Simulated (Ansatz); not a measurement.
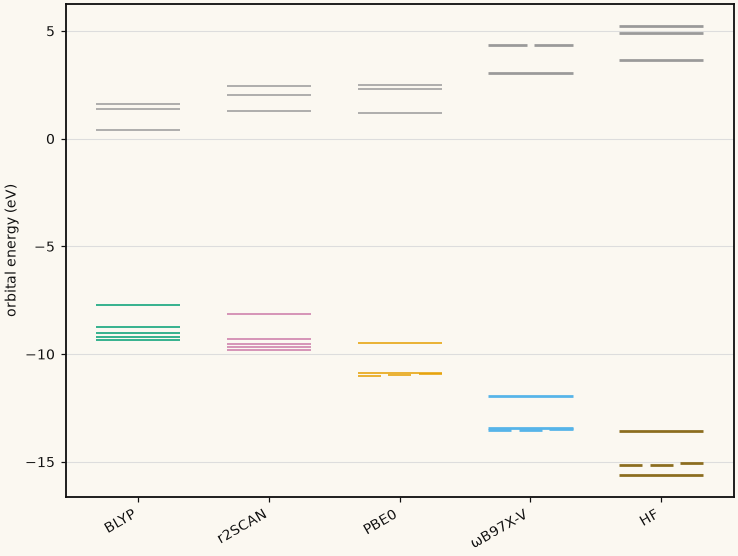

Frontier orbital energies of C₃H₆F₂, SMILES CC(C)(F)F at one geometry, def2-TZVPP, the Ansatz code 0.2.0, at a PBE0-D4/def2-TZVP geometry (a minimum by its frequencies). Empty levels are grey, levels within 0.1 eV stand side by side; all columns show the same few orbitals around the gap.

> How do the frontier levels move from column to column?

The separation grows from 8.08 eV (BLYP) to 17.25 eV (HF).

```
  level  HOMO (eV)  LUMO (eV)  separation (eV)
   BLYP      −7.70       0.38             8.08
 r2SCAN      −8.12       1.30             9.42
   PBE0      −9.47       1.21            10.68
ωB97X-V     −11.96       3.05            15.01
     HF     −13.59       3.67            17.25
```

Caveats, for all or some of the runs: empty levels above zero depend strongly on the basis.
